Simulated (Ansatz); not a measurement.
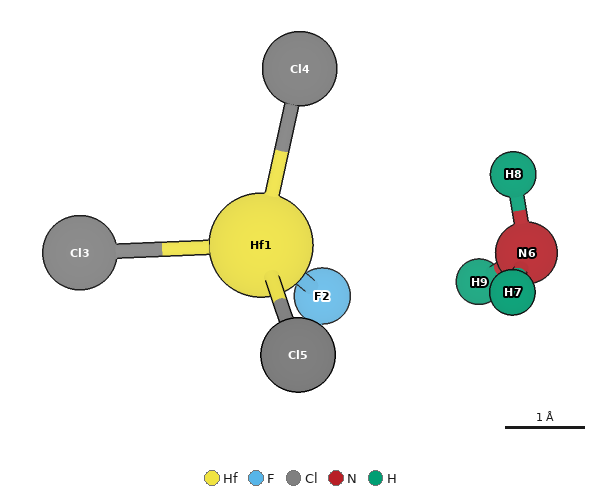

Figure 1. The input geometry (ball-and-stick view, seen at a tilt; atoms are numbered from 1 in the order of the input). Sticks mark near contacts. Bond lengths as drawn: Cl–Hf 2.34 to 2.35 Å, F–Hf 1.95 Å and H–N 1.03 to 1.04 Å.

# Geometry relaxation, with input and output: HfNH3Cl3F

HfNH3Cl3F, computed with RKS PBE/def2-SVP (Ansatz 0.2.0).

It belongs to a series of runs on one base structure; here: end point A relaxed. Figures and captions count atoms from 1; the log counts them from 0 in places.

The input
```yaml
crystal:
  periodic: [false, false, false]
  atoms:
    - { symbol: Hf, position_ang: [0.141641, 0.019653, -0.100698] }
    - { symbol: F, position_ang: [0.18096, -0.127159, 1.845971] }
    - { symbol: Cl, position_ang: [2.374796, 0.037507, -0.791261] }
    - { symbol: Cl, position_ang: [-0.777688, 2.047379, -0.857917] }
    - { symbol: Cl, position_ang: [-0.833751, -1.858849, -1.124039] }
    - { symbol: "N", position_ang: [-2.836927, -0.045852, 1.545257] }
    - { symbol: H, position_ang: [-2.957795, -0.78047, 0.839718] }
    - { symbol: H, position_ang: [-2.867574, 0.877881, 1.100411] }
    - { symbol: H, position_ang: [-1.933962, -0.170089, 2.049957] }
basis:
  gaussian: { orbitals: def2-SVP }
hamiltonian:
  xc: pbe
relax:
  f_tol: 0.03
  max_steps: 50
output:
  orbitals: {}
```

Command:
```bash
ansatz run input.yaml --threads 4 --pin off --max-ram 5120MiB --backend cpu --events-out ev --progress --plain --runs-dir out
```

What the program printed
```
The last accepted step is kept in [file] (removed where the run ends without a failure and the disk answers)
Engine: ansatz 0.2.0, aarch64-unknown-linux-gnu
Functional definition: PBE
  parameter kappa = 0.804
  parameter beta = 0.06672455060314922
  exchange = pbe_x(kappa = kappa, mu = beta*pi^2/3)
  correlation = pbe_c(beta = beta)
1393 factors; their error is unknown
mean field evaluation 1: about -43096.7421 eV, gradient 6.7e1 eV
mean field evaluation 2: about -42985.0515 eV, gradient 2.1e2 eV
mean field evaluation 4: about -43104.2483 eV, gradient 2.3e1 eV
mean field evaluation 8: about -43105.3744 eV, gradient 2.8e-1 eV
mean field evaluation 16: about -43105.2648 eV, gradient 1.2e-3 eV
mean field -43105.26476066 eV, -1584.0892621564 hartree, gradient 2.7e-5 eV, S^2 0.000000; 0 other end points of the search recorded, 0 dependent functions left out
the calculation of the forces begins
reference -43105.26483885 eV, -1584.0892650299 hartree; 41, 41 occupied and 88, 88 virtual orbitals, 1393 factors
relax step   1: F+E_penalty+E_count = -43105.26476066 eV  Δ(F+E_penalty+E_count) = +0.000e0 eV  max|allowed force component| = 8.938e-1 eV/Å  Δτ_max = 0.0000 Å  (31 SCF iters, accepted)
these checks for a lower state are left out or cut short: starts, cluster_reference, orbital_swaps, neighbouring_geometries, increment
1393 factors; their error is unknown
mean field -43105.30348860 eV, -1584.0906853821 hartree, gradient 1.6e-5 eV, S^2 0.000000; 0 other end points of the search recorded, 0 dependent functions left out
[... from here on the field's lines of each further geometry are left out, up to the last ...]
relax step   2: F+E_penalty+E_count = -43105.30348860 eV  Δ(F+E_penalty+E_count) = -3.873e-2 eV  max|allowed force component| = 9.412e-1 eV/Å  Δτ_max = 0.1944 Å  (35 SCF iters, accepted)
relax step   3: F+E_penalty+E_count = -43105.30175369 eV  Δ(F+E_penalty+E_count) = +1.735e-3 eV  max|allowed force component| = 1.094e0 eV/Å  Δτ_max = 0.1947 Å  (36 SCF iters, rejected (line search))
relax step   4: F+E_penalty+E_count = -43105.33869215 eV  Δ(F+E_penalty+E_count) = -3.520e-2 eV  max|allowed force component| = 9.386e-1 eV/Å  Δτ_max = 0.0930 Å  (36 SCF iters, accepted)
relax step   5: F+E_penalty+E_count = -43105.37219411 eV  Δ(F+E_penalty+E_count) = -3.350e-2 eV  max|allowed force component| = 7.916e-1 eV/Å  Δτ_max = 0.0954 Å  (31 SCF iters, accepted)
relax step   6: F+E_penalty+E_count = -43105.43238690 eV  Δ(F+E_penalty+E_count) = -6.019e-2 eV  max|allowed force component| = 8.896e-1 eV/Å  Δτ_max = 0.1461 Å  (37 SCF iters, accepted)
relax step   7: F+E_penalty+E_count = -43105.64621293 eV  Δ(F+E_penalty+E_count) = -2.138e-1 eV  max|allowed force component| = 1.648e0 eV/Å  Δτ_max = 0.1939 Å  (35 SCF iters, accepted)
relax step   8: F+E_penalty+E_count = -43105.90592447 eV  Δ(F+E_penalty+E_count) = -2.597e-1 eV  max|allowed force component| = 1.318e0 eV/Å  Δτ_max = 0.1954 Å  (35 SCF iters, accepted)
relax step   9: F+E_penalty+E_count = -43106.15988712 eV  Δ(F+E_penalty+E_count) = -2.540e-1 eV  max|allowed force component| = 1.129e0 eV/Å  Δτ_max = 0.1929 Å  (35 SCF iters, accepted)
relax step  10: F+E_penalty+E_count = -43106.18552766 eV  Δ(F+E_penalty+E_count) = -2.564e-2 eV  max|allowed force component| = 7.023e-1 eV/Å  Δτ_max = 0.1154 Å  (35 SCF iters, accepted)
relax step  11: F+E_penalty+E_count = -43106.21284610 eV  Δ(F+E_penalty+E_count) = -2.732e-2 eV  max|allowed force component| = 1.167e-1 eV/Å  Δτ_max = 0.0828 Å  (30 SCF iters, accepted)
relax step  12: F+E_penalty+E_count = -43106.21711371 eV  Δ(F+E_penalty+E_count) = -4.268e-3 eV  max|allowed force component| = 2.698e-2 eV/Å  Δτ_max = 0.0545 Å  (29 SCF iters, accepted)
the calculation of the forces begins
reference -43106.21778589 eV, -1584.1242851876 hartree; 41, 41 occupied and 88, 88 virtual orbitals, 1393 factors
relax step  13: F+E_penalty+E_count = -43106.21770633 eV  Δ(F+E_penalty+E_count) = -5.926e-4 eV  max|allowed force component| = 1.942e-2 eV/Å  Δτ_max = 0.0303 Å  (30 SCF iters, accepted)
1393 factors; their error is unknown
mean field evaluation 128: about -43106.3286 eV, gradient 1.1e-1 eV
```

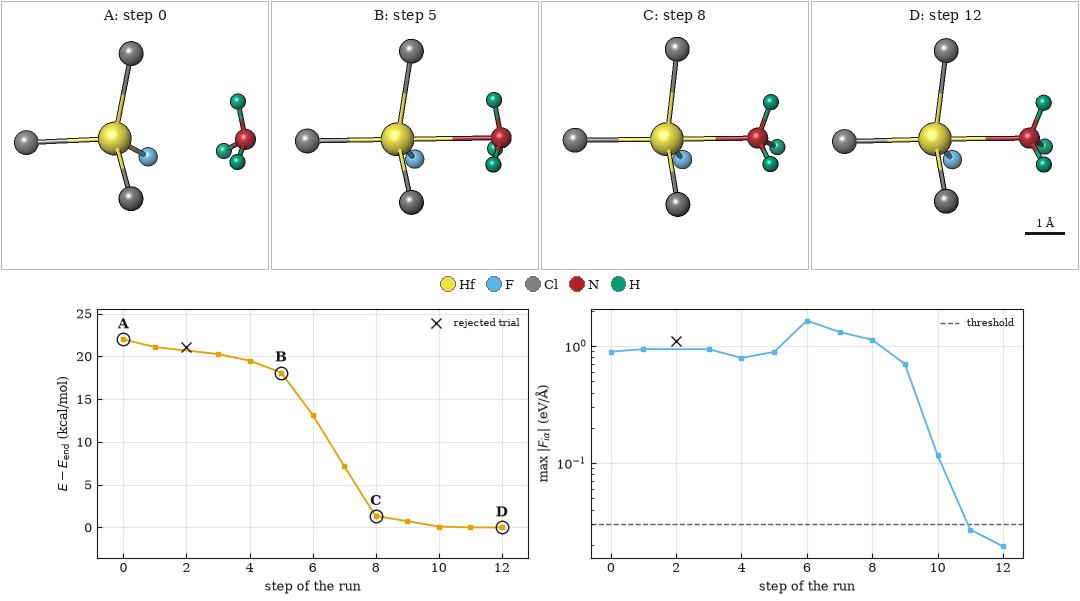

Figure 2. Frames of the relaxation (ball-and-stick view, seen at a tilt) above the curves, on which the letters mark them (the first geometry is step 0 here and step 1 in the log).

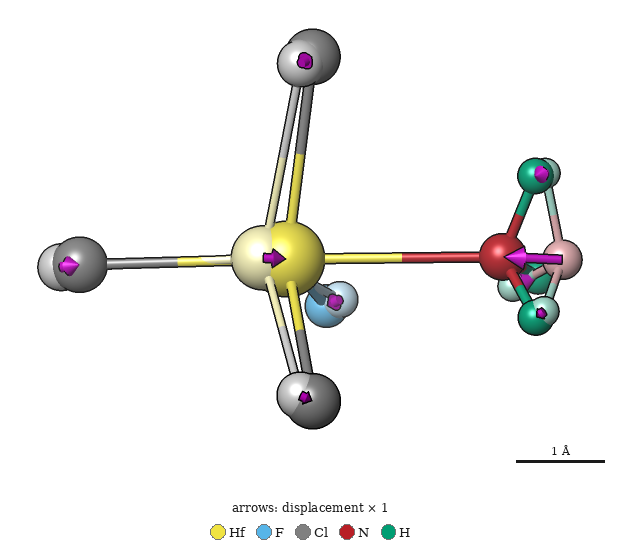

Figure 3. Start (faint) and end (solid) with the displacements as pink arrows, at true length (ball-and-stick view, seen at a tilt). The two geometries are laid on each other by the best rigid fit. The energy falls by 22.0 kcal/mol in 12 geometry steps. Largest force component: 0.89 eV/Å at the start, 0.019 eV/Å at the end. The line search rejected the trial step at point 2 (counted from 0) and went back. N6 moves most after the best rigid fit: 0.69 Å. By element the largest moves are N 0.69 Å, H 0.31 Å, Hf 0.27 Å, Cl 0.26 Å, F 0.23 Å. Distances before and after: Hf1–N6 3.404 → 2.458 Å, Hf1–Cl4 2.352 → 2.384 Å, Hf1–F2 1.953 → 1.921 Å, Hf1–Cl3 2.338 → 2.367 Å. New bonds form: Hf1–N6 (3.40 → 2.46 Å). Among the angles that change: F2–Hf1–Cl3 106.0° → 98.2°, Cl3–Hf1–Cl4 105.8° → 99.7°, Cl4–Hf1–Cl5 112.7° → 118.3°. (Atoms are counted from 1 in the order of the input.)

```
mean field -43106.21770633 eV, -1584.1242822639 hartree, gradient 1.2e-5 eV, S^2 0.000000; 1 other end points of the search recorded, 0 dependent functions left out
the calculation of the forces begins
reference -43106.21778589 eV, -1584.1242851876 hartree; 41, 41 occupied and 88, 88 virtual orbitals, 1393 factors
Total energy: -43106.21778589 eV, -1584.1242851876 hartree
Atom 0 at    -0.072867     0.012785     0.066120 Å, force    -0.019417     0.003713    -0.005400 eV/Å
Atom 1 at     0.390545    -0.166963     1.921761 Å, force     0.001765    -0.003524     0.004188 eV/Å
Atom 2 at     2.118162     0.036157    -0.830155 Å, force     0.000174    -0.000916    -0.001308 eV/Å
Atom 3 at    -0.826399     2.155557    -0.657618 Å, force     0.004756    -0.004646     0.000576 eV/Å
Atom 4 at    -0.937369    -1.919219    -1.031242 Å, force     0.007000     0.003883     0.001731 eV/Å
Atom 5 at    -2.288467    -0.025014     1.130776 Å, force     0.015356    -0.005594     0.005446 eV/Å
Atom 6 at    -2.847871    -0.840214     0.840492 Å, force     0.000026     0.007860     0.000816 eV/Å
Atom 7 at    -2.841895     0.815436     0.910032 Å, force    -0.006025    -0.003879     0.000039 eV/Å
Atom 8 at    -2.204138    -0.068524     2.157232 Å, force    -0.003635     0.003103    -0.006087 eV/Å
Dipole moment:    -1.073976    -0.024253     0.577403 e Å
```

Trajectory as extended XYZ (Å, eV, eV/Å), 13 frames, from step=1 to step=13
```
9
Properties=species:S:1:pos:R:3:forces:R:3 step=1 energy=-43105.26476
Hf    0.1416    0.0197   -0.1007   -0.1327  -0.0634   0.8938
F     0.1810   -0.1272    1.8460    0.1450   0.0632  -0.8425
Cl    2.3748    0.0375   -0.7913   -0.0071  -0.0029   0.0115
Cl   -0.7777    2.0474   -0.8579    0.0010  -0.0005   0.0047
Cl   -0.8338   -1.8588   -1.1240   -0.0022   0.0048  -0.0029
N    -2.8369   -0.0459    1.5453    0.6797  -0.0557   0.1559
H    -2.9578   -0.7805    0.8397   -0.0098  -0.0041   0.0180
H    -2.8676    0.8779    1.1004   -0.0174  -0.0098   0.0007
H    -1.9340   -0.1701    2.0500   -0.6566   0.0685  -0.2392
9
Properties=species:S:1:pos:R:3:forces:R:3 step=2 energy=-43105.30349
Hf    0.0581    0.0209   -0.0550   -0.0221  -0.0377   0.2989
F     0.2079   -0.1298    1.8548    0.1081   0.0109  -0.1192
Cl    2.2856    0.0361   -0.7659    0.0095   0.0029  -0.0330
Cl   -0.8537    2.0526   -0.8104   -0.0292   0.1061  -0.0124
Cl   -0.9175   -1.8503   -1.0918   -0.0325  -0.0927  -0.0333
N    -2.7836   -0.0363    1.4685    0.9412  -0.0562   0.1243
H    -2.8047   -0.7965    0.7732   -0.0794   0.0650   0.2014
H    -2.7095    0.8730    0.9873   -0.0899  -0.1417   0.1983
H    -1.9928   -0.1699    2.1467   -0.8058   0.1434  -0.6251
9
Properties=species:S:1:pos:R:3:forces:R:3 step=3 energy=-43105.30175 accepted=F
Hf   -0.0125    0.0125    0.0284    0.3012  -0.0159   0.3150
F     0.3939   -0.1421    1.9112   -0.3498   0.0287  -0.3070
Cl    2.1957    0.0331   -0.7509   -0.0673   0.0076  -0.0988
Cl   -0.9025    2.0679   -0.7138    0.0004   0.0870   0.0042
Cl   -0.9743   -1.8716   -1.0147   -0.0122  -0.0881  -0.0106
N    -2.7448   -0.0335    1.3959    1.0938   0.0329  -0.0976
H    -2.8092   -0.8040    0.7151   -0.0893   0.0774   0.2060
H    -2.7417    0.8790    0.9133   -0.0937  -0.1968   0.2173
H    -1.9150   -0.1412    2.0229   -0.7831   0.0673  -0.2285
9
Properties=species:S:1:pos:R:3:forces:R:3 step=4 energy=-43105.33869
Hf    0.0052    0.0161   -0.0010    0.1071  -0.0136   0.2135
F     0.2916   -0.1361    1.8950   -0.0617   0.0134  -0.1616
Cl    2.2088    0.0381   -0.7938   -0.0465   0.0005  -0.0143
Cl   -0.8717    2.0788   -0.7420   -0.0241   0.0353   0.0159
Cl   -0.9431   -1.8790   -1.0392   -0.0303  -0.0384   0.0035
N    -2.7526   -0.0331    1.4061    0.9386  -0.0373   0.0324
H    -2.7616   -0.8072    0.7289   -0.1359   0.0404   0.1556
H    -2.6810    0.8767    0.9310   -0.1493  -0.0783   0.1413
H    -2.0056   -0.1543    2.1224   -0.5979   0.0779  -0.3861
9
Properties=species:S:1:pos:R:3:forces:R:3 step=5 energy=-43105.37219
Hf   -0.0442    0.0126    0.0535    0.0983   0.0011   0.1808
F     0.3311   -0.1407    1.9372   -0.1442   0.0175  -0.2297
Cl    2.1341    0.0379   -0.8160   -0.0491  -0.0003   0.0006
Cl   -0.9060    2.1004   -0.6616    0.0156   0.0013   0.0056
Cl   -0.9856   -1.9028   -0.9723    0.0074  -0.0130  -0.0019
N    -2.6885   -0.0311    1.3356    0.7916  -0.0030  -0.1909
H    -2.7190   -0.8214    0.6829   -0.1921   0.0204   0.1043
H    -2.6511    0.8833    0.8741   -0.2137  -0.0140   0.0696
H    -1.9812   -0.1382    2.0739   -0.3138  -0.0099   0.0615
9
Properties=species:S:1:pos:R:3:forces:R:3 step=6 energy=-43105.43239
Hf   -0.1227    0.0083    0.1131    0.2142   0.0380   0.1225
F     0.3528   -0.1474    1.9770   -0.2248   0.0175  -0.2755
Cl    2.0295    0.0357   -0.8375   -0.0302  -0.0010   0.0033
Cl   -0.9324    2.1412   -0.5706    0.0398  -0.0290  -0.0175
Cl   -1.0272   -1.9416   -0.9083    0.0267  -0.0026  -0.0223
N    -2.5774   -0.0294    1.2408    0.8896   0.0761  -0.4971
H    -2.6480   -0.8518    0.6357   -0.3471   0.0417   0.1325
H    -2.6143    0.8958    0.8053   -0.3588  -0.0599   0.0769
H    -1.9706   -0.1107    2.0519   -0.2094  -0.0809   0.4771
9
Properties=species:S:1:pos:R:3:forces:R:3 step=7 energy=-43105.64621
Hf   -0.1617    0.0078    0.1454    0.3117   0.0513   0.0906
F     0.3685   -0.1523    1.9932   -0.2005   0.0104  -0.2116
Cl    1.9711    0.0342   -0.8577    0.1218   0.0031  -0.0823
Cl   -0.9466    2.1694   -0.5069    0.0725   0.0579  -0.0829
Cl   -1.0544   -1.9642   -0.8651    0.0579  -0.0911  -0.1055
N    -2.4160   -0.0250    1.1333    1.6483   0.0358   0.2702
H    -2.6408   -0.8918    0.6125   -0.4887   0.5301   0.5183
H    -2.6260    0.9170    0.7565   -0.4755  -0.6200   0.3878
H    -2.0044   -0.0952    2.0962   -1.0476   0.0226  -0.7844
9
Properties=species:S:1:pos:R:3:forces:R:3 step=8 energy=-43105.90592
Hf   -0.1515    0.0094    0.1456    0.8500   0.0452  -0.1699
F     0.3746   -0.1541    1.9913   -0.0662   0.0016  -0.1343
Cl    1.9712    0.0337   -0.8752    0.3308   0.0065  -0.1885
Cl   -0.9438    2.1792   -0.4869    0.1306   0.1350  -0.1463
Cl   -1.0570   -1.9711   -0.8523    0.1186  -0.1442  -0.1772
N    -2.2354   -0.0205    1.0588   -1.0102   0.0037   0.6535
H    -2.6918   -0.8880    0.6455    0.1239   1.2152   0.7600
H    -2.6842    0.9006    0.7733    0.1429  -1.3178   0.5431
H    -2.0923   -0.0892    2.1074   -0.6205   0.0548  -1.1405
9
Properties=species:S:1:pos:R:3:forces:R:3 step=9 energy=-43106.15989
Hf   -0.1009    0.0144    0.1200    0.6632   0.0037  -0.2022
F     0.4127   -0.1559    1.9721   -0.0392   0.0241  -0.3034
Cl    2.0339    0.0399   -0.9531   -0.1934  -0.0089   0.1789
Cl   -0.8091    2.2090   -0.5665    0.0055  -0.2494   0.0726
Cl   -0.9310   -1.9863   -0.9313    0.0303   0.2213   0.1022
N    -2.2568   -0.0253    1.0984   -0.5150  -0.0052   1.1292
H    -2.7939   -0.8357    0.7531   -0.0580   0.0654  -0.0237
H    -2.7852    0.8302    0.8627   -0.0348  -0.0929  -0.0448
H    -2.2801   -0.0903    2.1520    0.1415   0.0418  -0.9089
9
Properties=species:S:1:pos:R:3:forces:R:3 step=10 energy=-43106.18553
Hf   -0.0404    0.0116    0.0907   -0.1607   0.0150  -0.1458
F     0.4675   -0.1602    1.9330   -0.1236  -0.0048   0.0404
Cl    2.1208    0.0320   -0.8776   -0.0323   0.0107  -0.0052
Cl   -0.8440    2.1486   -0.5881    0.1004   0.0913  -0.0630
Cl   -0.9425   -1.9309   -0.9544    0.0795  -0.0684  -0.0560
N    -2.3048   -0.0164    1.0764   -0.0082  -0.0679   0.7023
H    -2.8906   -0.8204    0.8059    0.1188  -0.0634  -0.0472
H    -2.8863    0.8190    0.9108    0.1499   0.0584  -0.0471
H    -2.1900   -0.0833    2.1107   -0.1239   0.0291  -0.3783
9
Properties=species:S:1:pos:R:3:forces:R:3 step=11 energy=-43106.21285
Hf   -0.0714    0.0140    0.0628    0.0544  -0.0560   0.1167
F     0.3892   -0.1806    1.9156    0.0388   0.0178   0.0011
Cl    2.1000    0.0514   -0.8816    0.0014  -0.0003   0.0220
Cl   -0.8098    2.1745   -0.6066   -0.0490   0.0739  -0.0582
Cl   -0.9021   -1.9620   -0.9672   -0.0509  -0.0437  -0.0796
N    -2.2945   -0.0221    1.1161   -0.0134   0.0217  -0.0311
H    -2.8683   -0.8245    0.8209    0.0057  -0.0359  -0.0181
H    -2.8390    0.8265    0.9063   -0.0033   0.0232  -0.0018
H    -2.2143   -0.0772    2.1411    0.0164  -0.0008   0.0490
9
Properties=species:S:1:pos:R:3:forces:R:3 step=12 energy=-43106.21711
Hf   -0.0735    0.0124    0.0675    0.0123  -0.0007   0.0078
F     0.3876   -0.1696    1.9233    0.0108   0.0014  -0.0098
Cl    2.1102    0.0407   -0.8491   -0.0076  -0.0017   0.0147
Cl   -0.8210    2.1632   -0.6388   -0.0042   0.0001  -0.0135
Cl   -0.9265   -1.9360   -1.0085   -0.0055   0.0030  -0.0147
N    -2.2902   -0.0230    1.1224    0.0013  -0.0033   0.0270
H    -2.8536   -0.8351    0.8315    0.0010   0.0029  -0.0045
H    -2.8428    0.8204    0.9109    0.0003  -0.0039  -0.0049
H    -2.2007   -0.0730    2.1482   -0.0083   0.0021  -0.0020
9
Properties=species:S:1:pos:R:3:forces:R:3 step=13 energy=-43106.21771
Hf   -0.0729    0.0128    0.0661   -0.0194   0.0037  -0.0054
F     0.3905   -0.1670    1.9218    0.0018  -0.0035   0.0042
Cl    2.1182    0.0362   -0.8302    0.0002  -0.0009  -0.0013
Cl   -0.8264    2.1556   -0.6576    0.0048  -0.0046   0.0006
Cl   -0.9374   -1.9192   -1.0312    0.0070   0.0039   0.0017
N    -2.2885   -0.0250    1.1308    0.0154  -0.0056   0.0054
H    -2.8479   -0.8402    0.8405    0.0000   0.0079   0.0008
H    -2.8419    0.8154    0.9100   -0.0060  -0.0039   0.0000
H    -2.2041   -0.0685    2.1572   -0.0036   0.0031  -0.0061
```

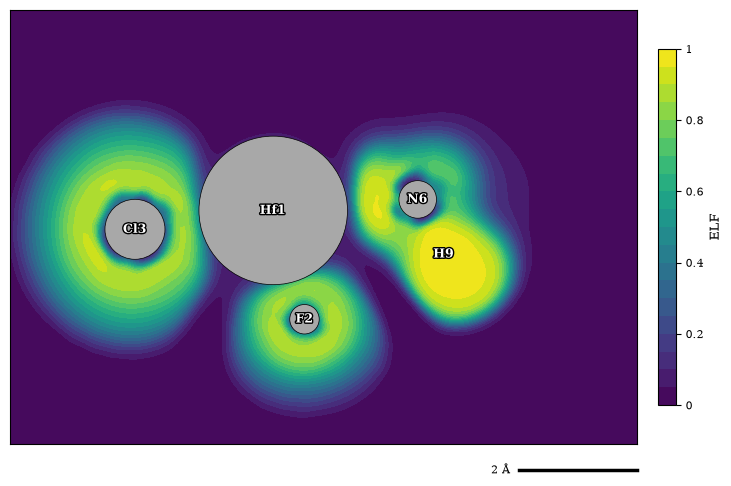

Figure 4. ELF on the plane of atoms Cl3, Hf1 and N6. Grey discs, where drawn, cover atomic cores. Hf–F (1.92 Å): the ELF peaks at about 0.85 in the valence shell of F, 0.5 Å from its nucleus, and drops to about 0.25 between the two atoms. Hf–Cl (2.37 Å): the ELF peaks at about 0.85 in the valence shell of Cl, 0.8 Å from its nucleus, and is about 0.30 at the midpoint. Hf–N (2.46 Å): the ELF peaks at about 0.95 in the valence shell of N, 0.7 Å from its nucleus, and is about 0.20 at the midpoint.

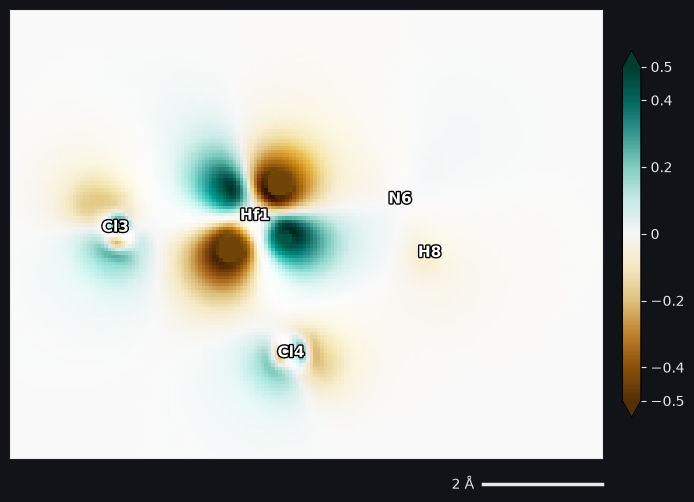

Figure 5. The LUMO on the plane of atoms Cl3, Hf1 and Cl4 (values in Å⁻³ᐟ²; the overall sign is arbitrary). By Hirshfeld shares it lies mainly on Hf1 (70 %) and Cl3 (10 %). Its energy is −2.40 eV.

Results in brief

```tsv
quantity	value
outcome	converged
total energy	−43106.2178 eV
mean-field energy	−43106.2178 eV
largest force (length of the vector) at the end	0.020 eV/Å
hardware	4 threads of Arm Neoverse V1, 24 GiB of memory available, shared host
wall time	29 s (CPU time 1.8 min)
peak memory	0.21 GiB
```
